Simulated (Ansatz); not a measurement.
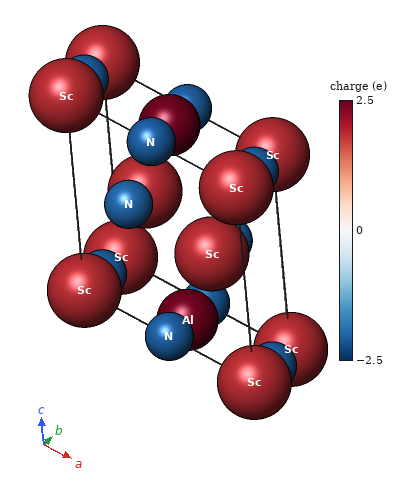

A spheres-only rendering, viewed slightly off an axis. The wireframe shows the cell (the run's own, in a reduced setting). The atoms of this Sc3AlN4 cell are coloured by their Bader charge.

Calculation details: Ansatz, DFT PBE, scalar-relativistic, plane waves, PAW; a kinetic-energy cutoff of 420 eV, k-points about 0.17 Å⁻¹ apart, Gaussian smearing of 0.02 eV, no spin polarisation.

> Interpret the colouring.

Most positive: Al; most negative: N. Charges: about Sc +1.8 e; Al +2.4 e; N -2.0 to -1.9 e. The transfer is large, as in an ionic solid.

It goes back to a structure type filled with these elements by a generator (whether the compound takes this form wasn't checked). Earlier steps of the study may have refined or changed the cell and positions. It was the input of a calculation with Ansatz.
